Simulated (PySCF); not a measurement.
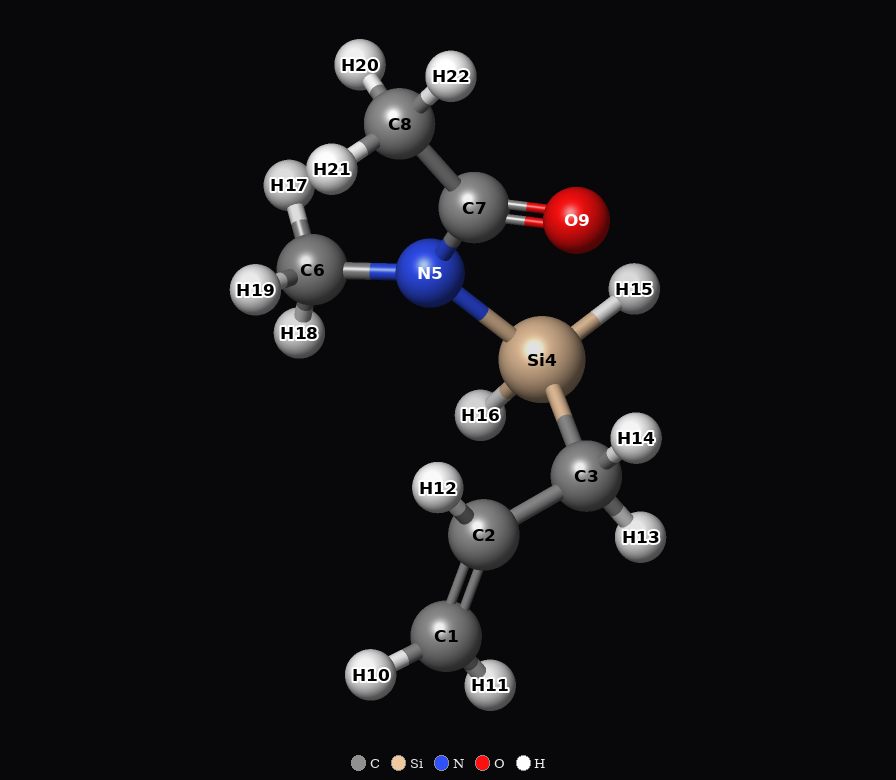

The computed structure is the end point of a GFN2-xTB optimisation. No frequency run is at hand to confirm it as a minimum. Electric field gradients from the ground-state density, PBE0/pcSseg-1 (PySCF 2.14.0), non-relativistic apart from any core potentials.

Give the largest field-gradient component, the quadrupole coupling constant and the asymmetry for 14N at N5 (Q = 20.44 mb), 17O at O9 (Q = −25.6 mb), 2H at H10 (Q = 2.86 mb), 2H at H11 (Q = 2.86 mb), 2H at H12 (Q = 2.86 mb), 2H at H13 (Q = 2.86 mb).

```
atom  V_zz (a.u.)  e²qQ/h (MHz)     η
  N5       −0.692         −3.33  0.66
  O9       −1.442          8.67  0.17
 H10        0.339         0.228  0.06
 H11        0.337         0.226  0.06
 H12        0.324         0.218  0.05
 H13        0.316         0.213  0.03
```

The geometry is semi-empirical. Around Si such bond lengths and angles can be off by a tenth of an ångström or more and by several degrees, and values that hang on the shape move with them.
